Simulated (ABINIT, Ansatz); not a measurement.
# SrCl2 (Fm-3m): Raman and infrared activity, part 2 of 3

Which lines does SrCl2 (Fm-3m) show in Raman and infrared spectra?

ABINIT 10.8.3; DFT LDA, scalar-relativistic, plane waves, PseudoDojo norm-conserving pseudopotentials.

So far. Step 3 (Ground state): The cell stands at -0.24 GPa: the relaxation ran with a smoothed and higher cutoff and on another k mesh. Step 5 (Linear response at Γ): The acoustic modes at Γ come out as far as 0.3 cm⁻¹ from zero, where they should vanish, a small numerical error; the Born charges miss their sum rule by 9.1e-4 e, which is good. The relaxed cell has a = 6.799 Å (conventional setting).

### 6. Modes with the sum rule

anaddb reads the merged derivatives, imposes the acoustic sum rule and charge neutrality, and adds the LO-TO term along chosen directions.

The input, anaddb.abi:

```
ddb_filepath "gamma_DDB"
output_file "anaddb.abo"
outdata_prefix "anaddb"
asr 1
chneut 1
enunit 2
eivec 1
nph1l 1
qph1l 0.0 0.0 0.0 1.0
dieflag 1
nph2l 3
qph2l 
    1.0 0.0 0.0 0.0
    0.0 0.0 1.0 0.0
    1.0 1.0 1.0 0.0
nlflag 1
ramansr 1
alphon 1
prtmbm 1
```

The input, mrgddb.in:

```
gamma_DDB
merged
3
dfpt_gammao_DS2_DDB
dfpt_gammao_DS3_DDB
gso_DDB
```

Launch:

```sh
> mrgddb < mrgddb.in > mrgddb.log
> OMP_NUM_THREADS=1 anaddb anaddb.abi > anaddb.log
```

anaddb.abo, the main output file:

```text
[banners, grids, parts of the stress and lines that vanish by symmetry left out]
-outvars_anaddb: echo values of input variables ----------------------

 Flags :
[...]
Dielectric Tensor and Effective Charges
[...]
Effective charge tensors after
[...]
1          1       -0.000000000        0.000000000        0.000000000
[...]
1          2        0.000000000       -0.000000000       -0.000000000
[...]
1          3       -0.000000000       -0.000000000       -0.000000000
[...]
2          1        0.000000000       -0.000000000       -0.000000000
[...]
2          2        0.000000000       -0.000000000       -0.011427587
[...]
2          3       -0.000000000       -0.011427587        0.000000000
[...]
3          1        0.000000000        0.000000000       -0.000000000
[...]
3          2       -0.000000000        0.000000000        0.011427587
[...]
3          3        0.000000000        0.011427587       -0.000000000
[...]
Phonon wavevector (reduced coordinates) :  0.00000  0.00000  0.00000
 Phonon energies in Hartree :
[...]
Phonon energies in meV     :
-  0.000000E+00  0.000000E+00  0.000000E+00  1.926649E+01  1.926649E+01
-  1.926649E+01  2.375310E+01  2.375310E+01  2.375310E+01
 Phonon frequencies in cm-1    :
-  0.000000E+00  0.000000E+00  0.000000E+00  1.553947E+02  1.553947E+02
-  1.553947E+02  1.915816E+02  1.915816E+02  1.915816E+02
 Phonon frequencies in Thz     :
-  0.000000E+00  0.000000E+00  0.000000E+00  4.658617E+00  4.658617E+00
-  4.658617E+00  5.743473E+00  5.743473E+00  5.743473E+00
 Phonon energies in Kelvin  :
-  0.000000E+00  0.000000E+00  0.000000E+00  2.235784E+02  2.235784E+02
-  2.235784E+02  2.756432E+02  2.756432E+02  2.756432E+02
[...]
-  1  0.00000000E+00  0.00000000E+00  1.86024720E-03
-     0.00000000E+00  0.00000000E+00  0.00000000E+00
-  2  0.00000000E+00  0.00000000E+00  1.86024586E-03
-     0.00000000E+00  0.00000000E+00  0.00000000E+00
-  3  0.00000000E+00  0.00000000E+00  1.86024586E-03
-     0.00000000E+00  0.00000000E+00  0.00000000E+00
[...]
-  1  0.00000000E+00  1.86024720E-03  0.00000000E+00
-     0.00000000E+00  0.00000000E+00  0.00000000E+00
-  2  0.00000000E+00  1.86024586E-03  0.00000000E+00
-     0.00000000E+00  0.00000000E+00  0.00000000E+00
-  3  0.00000000E+00  1.86024586E-03  0.00000000E+00
-     0.00000000E+00  0.00000000E+00  0.00000000E+00
[...]
-  1  1.86024720E-03  0.00000000E+00  0.00000000E+00
-     0.00000000E+00  0.00000000E+00  0.00000000E+00
-  2  1.86024586E-03  0.00000000E+00  0.00000000E+00
-     0.00000000E+00  0.00000000E+00  0.00000000E+00
-  3  1.86024586E-03  0.00000000E+00  0.00000000E+00
-     0.00000000E+00  0.00000000E+00  0.00000000E+00
[...]
-  1  0.00000000E+00  0.00000000E+00 -1.67343319E-03
-     0.00000000E+00  0.00000000E+00  0.00000000E+00
[...]
-     0.00000000E+00  0.00000000E+00  0.00000000E+00
[...]
-     0.00000000E+00  0.00000000E+00  0.00000000E+00
[...]
-     0.00000000E+00  0.00000000E+00  0.00000000E+00
[...]
-     0.00000000E+00  0.00000000E+00  0.00000000E+00
[...]
-     1         -0.000000     0.000000     0.000001     0.000001
-     2         -0.000000     0.000001     0.000000     0.000001
-     3          0.000001    -0.000000     0.000000     0.000001
-     4         -0.000000    -0.000000    -2.762592     2.762592
-     5          0.000000    -2.762592    -0.000000     2.762592
-     6          2.762592    -0.000000     0.000000     2.762592
-     7         -0.000000     0.000000    -0.000000     0.000000
-     8         -0.000000    -0.000000    -0.000000     0.000000
-     9         -0.000000    -0.000000     0.000000     0.000000
[...]
-   1     Real    0.0000E+00  0.0000E+00  0.0000E+00  0.0000E+00  0.0000E+00  0.0000E+00  0.0000E+00
[...]
-   2     Real    0.0000E+00  0.0000E+00  0.0000E+00  0.0000E+00  0.0000E+00  0.0000E+00  0.0000E+00
[...]
-   3     Real    0.0000E+00  0.0000E+00  0.0000E+00  0.0000E+00  0.0000E+00  0.0000E+00  0.0000E+00
[...]
-   4     Real    0.0000E+00  0.0000E+00  8.6645E-05  0.0000E+00  0.0000E+00  0.0000E+00  8.6645E-05
[...]
-   5     Real    0.0000E+00  8.6645E-05  0.0000E+00  0.0000E+00  0.0000E+00  0.0000E+00  8.6645E-05
[...]
-   6     Real    8.6645E-05  0.0000E+00  0.0000E+00  0.0000E+00  0.0000E+00  0.0000E+00  8.6645E-05
[...]
-   7     Real    0.0000E+00  0.0000E+00  0.0000E+00  0.0000E+00  0.0000E+00  0.0000E+00  0.0000E+00
[...]
-   8     Real    0.0000E+00  0.0000E+00  0.0000E+00  0.0000E+00  0.0000E+00  0.0000E+00  0.0000E+00
[...]
-   9     Real    0.0000E+00  0.0000E+00  0.0000E+00  0.0000E+00  0.0000E+00  0.0000E+00  0.0000E+00
[...]
Phonon at Gamma, with non-analyticity in the
[...]
Phonon energies in Hartree :
[...]
Phonon energies in meV     :
-  0.000000E+00  0.000000E+00  0.000000E+00  1.926649E+01  1.926649E+01
[...]
Phonon frequencies in cm-1    :
[...]
Phonon frequencies in Thz     :
[...]
Phonon energies in Kelvin  :
[...]
-         0.000000025      -0.000000000      -0.001463868
-        -0.000000032      -0.001463868       0.000000000
[...]
Phonon at Gamma, with non-analyticity in the
[...]
Phonon energies in Hartree :
[...]
Phonon energies in meV     :
-  0.000000E+00  0.000000E+00  0.000000E+00  1.926649E+01  1.926649E+01
-  2.375310E+01  2.375310E+01  2.375310E+01  2.927764E+01
 Phonon frequencies in cm-1    :
-  0.000000E+00  0.000000E+00  0.000000E+00  1.553947E+02  1.553947E+02
-  1.915816E+02  1.915816E+02  1.915816E+02  2.361401E+02
 Phonon frequencies in Thz     :
-  0.000000E+00  0.000000E+00  0.000000E+00  4.658617E+00  4.658617E+00
-  5.743473E+00  5.743473E+00  5.743473E+00  7.079302E+00
 Phonon energies in Kelvin  :
-  0.000000E+00  0.000000E+00  0.000000E+00  2.235784E+02  2.235784E+02
-  2.756432E+02  2.756432E+02  2.756432E+02  3.397529E+02
[...]
-  1  0.00000000E+00  0.00000000E+00  1.86024686E-03
-     0.00000000E+00  0.00000000E+00  0.00000000E+00
-  2  0.00000000E+00  0.00000000E+00  1.86024628E-03
-     0.00000000E+00  0.00000000E+00  0.00000000E+00
[...]
-     0.00000000E+00  0.00000000E+00  0.00000000E+00
[...]
-     0.00000000E+00  0.00000000E+00  0.00000000E+00
[...]
Phonon at Gamma, with non-analyticity in the
[...]
Phonon energies in Hartree :
[...]
Phonon energies in meV     :
-  0.000000E+00  0.000000E+00  0.000000E+00  1.926649E+01  1.926649E+01
[...]
Phonon frequencies in cm-1    :
-  0.000000E+00  0.000000E+00  0.000000E+00  1.553947E+02  1.553947E+02
[...]
Phonon frequencies in Thz     :
-  0.000000E+00  0.000000E+00  0.000000E+00  4.658617E+00  4.658617E+00
[...]
Phonon energies in Kelvin  :
-  0.000000E+00  0.000000E+00  0.000000E+00  2.235784E+02  2.235784E+02
[...]
-  2  2.78150787E-03  0.00000000E+00  0.00000000E+00
[...]
-  3 -2.78150787E-03  0.00000000E+00  0.00000000E+00
[...]
-         0.000000013      -0.000000000      -0.001463868
-        -0.000000024      -0.001463868       0.000000000
[...]
Direction                     Dielectric constant
[...]
0.00000   0.00000   1.00000      7.22477232
   1.00000   1.00000   1.00000      7.22477232
-
```

Wall time 1.2 s (1 thread of Arm Neoverse V1, shared host).

Numbers from this step:

- mean static dielectric constant: 7.225
- highest mode moved by the LO-TO term: 236.1 cm⁻¹

No LO-TO term; unit eigenvectors of the mass-weighted matrix, from anaddb's displacements. The modes at Γ (shares of kinetic energy by element, %):

| mode | frequency (cm⁻¹) | symmetry | Sr % | Cl % |
| --- | --- | --- | --- | --- |
| 1 | 0.0 | acoustic | 55 | 45 |
| 2 | 0.0 | acoustic | 55 | 45 |
| 3 | 0.0 | acoustic | 55 | 45 |
| 4 | 155.4 | T1u | 45 | 55 |
| 5 | 155.4 | T1u | 45 | 55 |
| 6 | 155.4 | T1u | 45 | 55 |
| 7 | 191.6 | T2g | 0 | 100 |
| 8 | 191.6 | T2g | 0 | 100 |
| 9 | 191.6 | T2g | 0 | 100 |

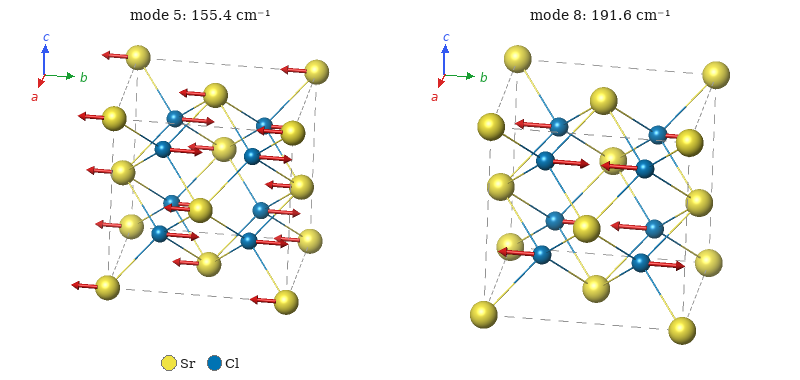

Displacement patterns of modes 5 and 8 at Γ; arrows are exaggerated. Some periodic images of atoms are drawn too.

Trace of the oscillator strength, degenerate modes summed. Infrared lines, with heights relative to the strongest:

| position (cm⁻¹) | lines merged | IR intensity, relative |
| --- | --- | --- |
| 155 | 3 | 100 |
| 192 | 3 | 0.0 |

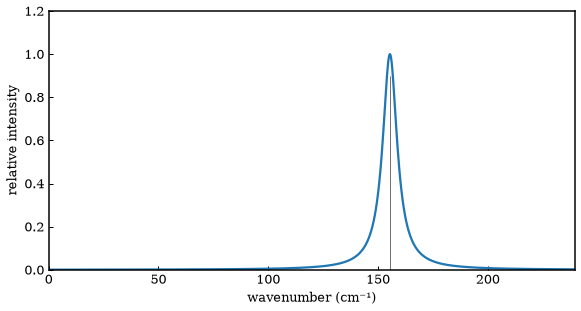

The infrared spectrum, broadened with Lorentzians of width 8 cm⁻¹; bars mark the lines.

From anaddb's Raman susceptibilities, degenerate modes summed; transverse modes, the longitudinal lines of polar modes are not listed. Lines of the Raman spectrum (strongest = 100):

| position (cm⁻¹) | lines merged | Raman activity (Å⁴/amu), powder, relative |
| --- | --- | --- |
| 155 | 3 | 0.0 |
| 192 | 3 | 100 |

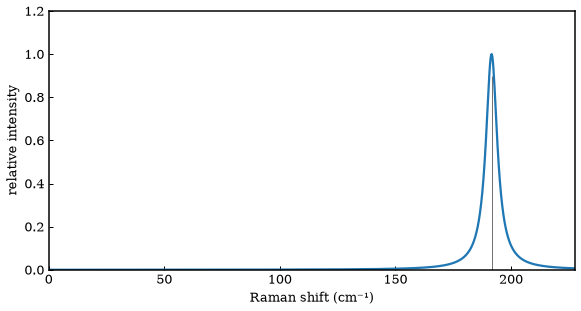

The Raman spectrum, broadened with Lorentzians of width 6 cm⁻¹; bars mark the lines.

Static dielectric tensor (ions relaxed, fixed cell):

```
7.22 0.00 0.00
0.00 7.22 0.00
0.00 0.00 7.22
```

The rule moves no optical mode by more than 0.1 cm⁻¹.

[end of part 2 of 3]

[Host names and launcher messages were left out of these logs when they were recorded.]

[Logs are printed without paths, hosts, clocks, repeated set-up lines and the standing remarks that a program may print on its own settings, such as how far it seeks lower states.]

[Hosts, paths, dates, database ids (printed as entryN), source tags and the programs' standing remarks are cut or masked in the printed files.]
